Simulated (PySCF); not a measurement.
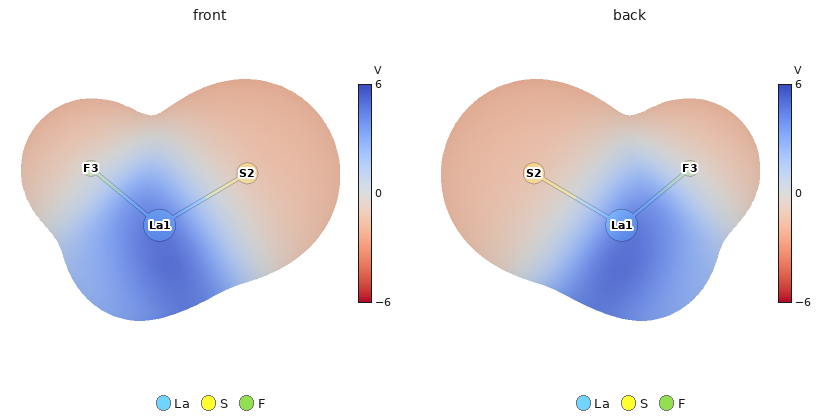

FLaS. The electrostatic potential painted on the density surface at 0.001 e/bohr³, seen from the front and from behind; the colour scale runs from red (negative) to blue (positive).

Core potentials replace the inner electrons of La.

The calculation used RKS PBE0, La lcecp-1-SVP with ECP46, S def2-SVP, F def2-SVP; non-relativistic Hamiltonian with scalar-relativistic core potentials where named; density fitting (PySCF 2.14.0).

**Which sites attract a positive test charge, and which a negative one?**

A positive charge is drawn to the negative regions and a negative charge to the positive ones. The most negative region (about −2.0 V) lies over S2, the most positive (about +5.1 V) over La1.

**What dipole moment does the calculation give?**

Its dipole moment is 8.58 D.
